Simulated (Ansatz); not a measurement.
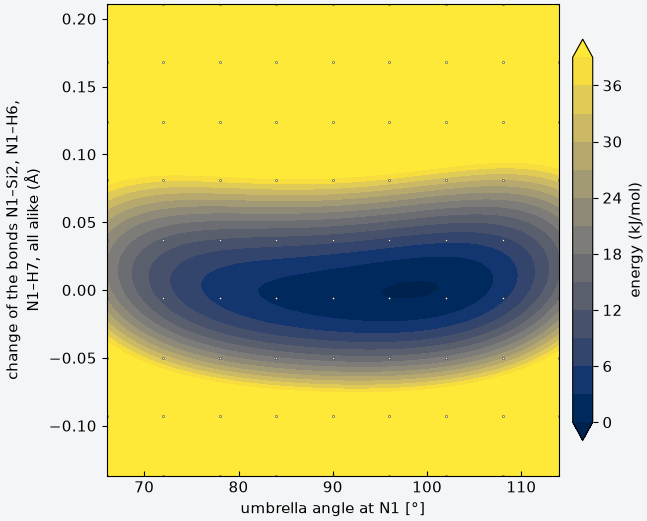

BrCl2H2NSi, SMILES N[Si](Cl)(Cl)Br. The first coordinate is: umbrella angle at N1 (between each of its bonds and their common axis; 90 is planar); the second: change of the bonds N1–Si2, N1–H6, N1–H7, all alike. Nothing is relaxed (all other coordinates rigid). The scan uses a 9 × 9 grid. Points are written as (first, second). Energies are in kJ/mol, from the lowest grid point. Level of theory: RKS PBE0-D4/def2-SVP in Ansatz 0.2.0.

The picture shows filled contours, dots at the grid points, one colour for all values above the top of the scale. Between grid points the surface is interpolated.

### Where is the minimum, and how stiff is the well along each coordinate?

The interpolated minimum is at the first coordinate ≈ 98.4°, the second coordinate ≈ 0.000 Å. The curvatures there are about 2 eV/rad² and 126 eV/Å², with a cross term of about −4.5 eV/(rad·Å). Round the minimum the valley is somewhat tilted: raising the first coordinate shifts the best value of the second coordinate upwards (coupling k₁₂/√(k₁₁k₂₂) about −0.3). (1 eV is 96.5 kJ/mol.)
